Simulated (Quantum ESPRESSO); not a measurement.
## YbH3: which magnetic order is lowest

Aim: find out which collinear order of YbH3 costs least.

Main program and level: Quantum ESPRESSO 7.5; PBE with U = 4.8 eV on Yb f (atomic projectors); plane waves with SSSP 1.3 efficiency PBE potentials, no spin-orbit coupling.

### 1. Starting point

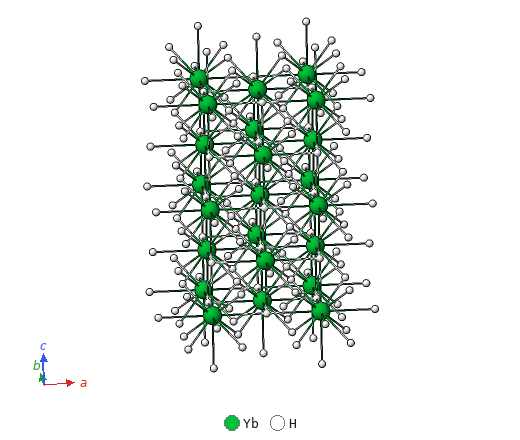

The cell as given, slightly off an axis (ytterbium green, hydrogen white). 1×1×2 cells are drawn. This picture shows the conventional cell, with its axes. Some periodic images of atoms are drawn too.

The cell comes from Materials Project 2023-11-01, a database of computed structures, and need not be the stable phase.

### 2. Start 1: ferro +

The signs are those of the starting moments on the seeded atoms, the atoms that are given a moment.

The input, pw.in:

```
&CONTROL
  calculation = 'scf'
  prefix = 'pwscf'
  outdir = './tmp'
  pseudo_dir = './pseudo'
  disk_io = 'nowf'
/
&SYSTEM
  ibrav = 0
  nat = 4
  ntyp = 2
  ecutwfc = 60
  ecutrho = 480
  nbnd = 22
  occupations = 'smearing'
  smearing = 'fd'
  degauss = 0.00999582
  nspin = 2
  starting_magnetization(1) = 0.0417
  starting_magnetization(2) = 0
/
&ELECTRONS
  conv_thr = 8d-09
  electron_maxstep = 150
  mixing_beta = 0.3
/
ATOMIC_SPECIES
Yb    173.0540 Yb.paw.z_24.atompaw.wentzcovitch.v1.2.upf
H       1.0080 H.pbe-rrkjus_psl.1.0.0.UPF
CELL_PARAMETERS angstrom
   0.0000000000    2.6049710000    2.6049710000
   2.6049710000    0.0000000000    2.6049710000
   2.6049710000    2.6049710000    0.0000000000
ATOMIC_POSITIONS crystal
Yb      0.0000000000    0.0000000000    0.0000000000
H       0.7500000000    0.7500000000    0.7500000000
H       0.2500000000    0.2500000000    0.2500000000
H       0.5000000000    0.5000000000    0.5000000000
K_POINTS automatic
10 10 10 0 0 0
HUBBARD {atomic}
U Yb-4f 4.8000
```

Started as:

```sh
$ OMP_NUM_THREADS=1 mpirun -n 4 pw.x -nk 4 -in pw.in > pw.out
```

Log:

```text
Program PWSCF v.7.5 starts

     file Yb.paw.z_24.atompaw.wentzcovitch.v1.2.upf: wavefunction(s)  6S 0P 5D 0D 4F 0F renormalized
     Message from routine setup:
     using ibrav=0 with symmetry is DISCOURAGED, use correct ibrav instead

     K-points division:     npool     =       4
     Subspace diagonalization in iterative solution of the eigenvalue problem:

     G-vector sticks info
     --------------------
     sticks:   dense  smooth     PW     G-vecs:    dense   smooth      PW
     Sum        1615     805    253                42255    15065    2637

     Using Slab Decomposition

     bravais-lattice index     =            0
     lattice parameter (alat)  =       6.9617  a.u.
     unit-cell volume          =     238.5807 (a.u.)^3
     number of atoms/cell      =            4
     number of atomic types    =            2
     number of electrons       =        27.00
     number of Kohn-Sham states=           22
     kinetic-energy cutoff     =      60.0000  Ry
     charge density cutoff     =     480.0000  Ry
     scf convergence threshold =      8.0E-09
     mixing beta               =       0.3000
     number of iterations used =            8  plain     mixing
     Exchange-correlation= PBE
                           (   1   4   3   4   0   0   0)
     Hubbard projectors: atomic
     Hubbard parameters of DFT+U (Dudarev formulation) in eV:
     U(Yb-4f) =  4.8000

     Internal variables: lda_plus_u =T, lda_plus_u_kind = 0

     Internal variables: orbital_resolved =F, hub_pot_fix =F, apply_U = F

     celldm(1)=   6.961723  celldm(2)=   0.000000  celldm(3)=   0.000000
     celldm(4)=   0.000000  celldm(5)=   0.000000  celldm(6)=   0.000000

     crystal axes: (cart. coord. in units of alat)
               a(1) = (   0.000000   0.707107   0.707107 )
               a(2) = (   0.707107   0.000000   0.707107 )
               a(3) = (   0.707107   0.707107   0.000000 )

     reciprocal axes: (cart. coord. in units 2 pi/alat)
               b(1) = ( -0.707107  0.707107  0.707107 )
               b(2) = (  0.707107 -0.707107  0.707107 )
               b(3) = (  0.707107  0.707107 -0.707107 )

     PseudoPot. # 1 for Yb read from file:
     Yb.paw.z_24.atompaw.wentzcovitch.v1.2.upf
     Pseudo is Projector augmented-wave + core cor, Zval = 24.0
     Generated using ATOMPAW code
     Shape of augmentation charge: BESSEL
     Using radial grid of 1117 points,  8 beta functions with:
                l(1) =   0
                l(2) =   0
                l(3) =   1
                l(4) =   1
                l(5) =   2
                l(6) =   2
                l(7) =   3
                l(8) =   3
     Q(r) pseudized with 0 coefficients

     PseudoPot. # 2 for H  read from file:
     H.pbe-rrkjus_psl.1.0.0.UPF
     Pseudo is Ultrasoft, Zval =  1.0
     Generated using "atomic" code by A. Dal Corso  v.5.1
     Using radial grid of  929 points,  2 beta functions with:
                l(1) =   0
                l(2) =   0
     Q(r) pseudized with 0 coefficients

     atomic species   valence    mass     pseudopotential
     Yb               24.00   173.05400     Yb( 1.00)
     H                 1.00     1.00800     H ( 1.00)

     Starting magnetic structure
     atomic species   magnetization
     Yb              0.042
     H               0.000

     48 Sym. Ops., with inversion, found

   Cartesian axes

     site n.     atom                  positions (alat units)
         1        Yb     tau(   1) = (   0.0000000   0.0000000   0.0000000  )
         2        H      tau(   2) = (   1.0606602   1.0606602   1.0606602  )
         3        H      tau(   3) = (   0.3535534   0.3535534   0.3535534  )
         4        H      tau(   4) = (   0.7071068   0.7071068   0.7071068  )

     number of k points=    47  Fermi-Dirac smearing, width (Ry)=  0.0100
                       cart. coord. in units 2pi/alat
        k(    1) = (   0.0000000   0.0000000   0.0000000), wk =   0.0010000
        k(    2) = (   0.0707107   0.0707107  -0.0707107), wk =   0.0080000
        k(    3) = (   0.1414214   0.1414214  -0.1414214), wk =   0.0080000
        k(    4) = (   0.2121320   0.2121320  -0.2121320), wk =   0.0080000
        k(    5) = (   0.2828427   0.2828427  -0.2828427), wk =   0.0080000
        [... 42 further k-points ...]

     Dense  grid:    42255 G-vectors     FFT dimensions: (  50,  50,  50)

     Smooth grid:    15065 G-vectors     FFT dimensions: (  36,  36,  36)

     Generating pointlists ...
     new r_m :   0.2526 (alat units)  1.7586 (a.u.) for type    1
     new r_m :   0.2526 (alat units)  1.7586 (a.u.) for type    2

     Initial potential from superposition of free atoms

     starting charge      26.9960, renormalised to      27.0000

     STARTING HUBBARD OCCUPATIONS:

     =================== HUBBARD OCCUPATIONS ===================
     ------------------------ ATOM    1 ------------------------
     Tr[ns(  1)] (up, down, total) =   7.00000  6.00000 13.00000
     Atomic magnetic moment for atom   1 =   1.00000
     [... lines left out ...]
     Number of occupied Hubbard levels =   13.0000

     Atomic wfc used for Hubbard projectors are NOT orthogonalized

     Starting wfcs are   35 randomized atomic wfcs
     Checking if some PAW data can be deallocated...

     Self-consistent Calculation

     iteration #  1     ecut=    60.00 Ry     beta= 0.30
     Davidson diagonalization with overlap
     ethr =  1.00E-02,  avg # of iterations =  6.6

     =================== HUBBARD OCCUPATIONS ===================
     ------------------------ ATOM    1 ------------------------
     Tr[ns(  1)] (up, down, total) =   6.98737  6.96720 13.95457
     Atomic magnetic moment for atom   1 =   0.02016
     [... lines left out ...]
     Number of occupied Hubbard levels =   13.9546

     total energy              =   -1014.52023750 Ry
     estimated scf accuracy    <       0.30224086 Ry

     total magnetization       =     0.06 Bohr mag/cell
     absolute magnetization    =     0.06 Bohr mag/cell

     iteration #  2     ecut=    60.00 Ry     beta= 0.30
     Davidson diagonalization with overlap
     ethr =  1.12E-03,  avg # of iterations =  2.1

     total energy              =   -1014.58354476 Ry
     estimated scf accuracy    <       0.43444505 Ry

     total magnetization       =     0.59 Bohr mag/cell
     absolute magnetization    =     0.59 Bohr mag/cell

     iteration #  3     ecut=    60.00 Ry     beta= 0.30
     Davidson diagonalization with overlap
     ethr =  1.12E-03,  avg # of iterations =  1.1

     total energy              =   -1014.64814671 Ry
     estimated scf accuracy    <       0.02754819 Ry

     total magnetization       =     0.14 Bohr mag/cell
     absolute magnetization    =     0.14 Bohr mag/cell

     [... further iterations left out ...]

     iteration # 19     ecut=    60.00 Ry     beta= 0.30
     Davidson diagonalization with overlap
     ethr =  6.90E-11,  avg # of iterations =  2.3

     total energy              =   -1014.65532700 Ry
     estimated scf accuracy    <       0.00000002 Ry

     total magnetization       =     0.04 Bohr mag/cell
     absolute magnetization    =     0.04 Bohr mag/cell

     iteration # 20     ecut=    60.00 Ry     beta= 0.30
     Davidson diagonalization with overlap
     ethr =  6.90E-11,  avg # of iterations =  2.4

     total energy              =   -1014.65532730 Ry
     estimated scf accuracy    <       0.00000002 Ry

     total magnetization       =     0.03 Bohr mag/cell
     absolute magnetization    =     0.03 Bohr mag/cell

     iteration # 21     ecut=    60.00 Ry     beta= 0.30
     Davidson diagonalization with overlap
     ethr =  6.55E-11,  avg # of iterations =  1.5

     total energy              =   -1014.65532720 Ry
     estimated scf accuracy    <       0.00000001 Ry

     total magnetization       =     0.03 Bohr mag/cell
     absolute magnetization    =     0.03 Bohr mag/cell

     iteration # 22     ecut=    60.00 Ry     beta= 0.30
     Davidson diagonalization with overlap
     ethr =  5.41E-11,  avg # of iterations =  2.1

     Magnetic moment per site  (integrated on atomic sphere of radius R)
     atom   1 (R=0.253)  charge= 20.4128  magn=  0.0279
     atom   2 (R=0.253)  charge=  1.3065  magn=  0.0009
     atom   3 (R=0.253)  charge=  1.3065  magn=  0.0009
     atom   4 (R=0.253)  charge=  1.0871  magn= -0.0001

     End of self-consistent calculation

     =================== HUBBARD OCCUPATIONS ===================
     ------------------------ ATOM    1 ------------------------
     Tr[ns(  1)] (up, down, total) =   6.84190  6.81600 13.65790
     Atomic magnetic moment for atom   1 =   0.02590
     [... lines left out ...]
     Number of occupied Hubbard levels =   13.6579

     [... lines left out ...]
     the Fermi energy is    10.9745 ev

!    total energy              =   -1014.65532731 Ry
     estimated scf accuracy    <          5.5E-09 Ry
     smearing contrib. (-TS)   =      -0.00671432 Ry
     internal energy E=F+TS    =   -1014.64861299 Ry

     The total energy is F=E-TS. E is the sum of the following terms:
     one-electron contribution =    -371.99940368 Ry
     hartree contribution      =     167.48100446 Ry
     xc contribution           =     -40.50324284 Ry
     ewald contribution        =    -283.31258472 Ry
     Hubbard energy            =       0.05798907 Ry
     one-center paw contrib.   =    -486.37237528 Ry

     total magnetization       =     0.03 Bohr mag/cell
     absolute magnetization    =     0.03 Bohr mag/cell

     convergence has been achieved in  22 iterations

=------------------------------------------------------------------------------=
   JOB DONE.
=------------------------------------------------------------------------------=
```

Wall time 60 s (4 MPI ranks of Arm Neoverse V2, shared host); peak memory 0.76 GiB.

Spin moment in the atom's sphere by atom:

| atom | spin moment in the atom's sphere (μB) |
| --- | --- |
| Yb1 | 0.0279 |
| H2 | 0.0009 |
| H3 | 0.0009 |
| H4 | -0.0001 |

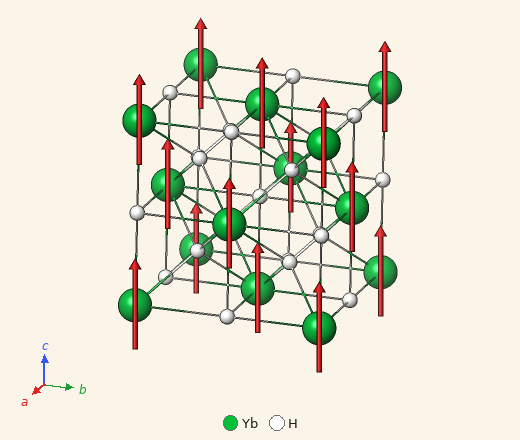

Spin moment in the atom's sphere as arrows, the longest 0.0279 μB. Up and down stand for the sign. Arrows give size and sign along the axis of quantisation, drawn up and down the page. Some periodic images of atoms are drawn too.

This step gave:

```
smearing term TS       : 0.09135 eV
magnetization          : 0.031 μB
absolute magnetization : 0.031 μB
final state            : non-magnetic
```

[end of part 1 of 2]

[Logs and program files are shortened in this print: banners, set-up blocks, solver, clock and traceback lines can be left out without a mark of their own.]

[Logs are printed without paths, hosts, clocks, repeated set-up lines and the standing remarks that a program may print on its own settings, such as how far it seeks lower states.]

[Hosts, paths, dates, database ids (printed as entryN), source tags and the programs' standing remarks are cut or masked in the printed files.]

[Where a cell is said to come from a database of computed structures, the database is the Materials Project.]
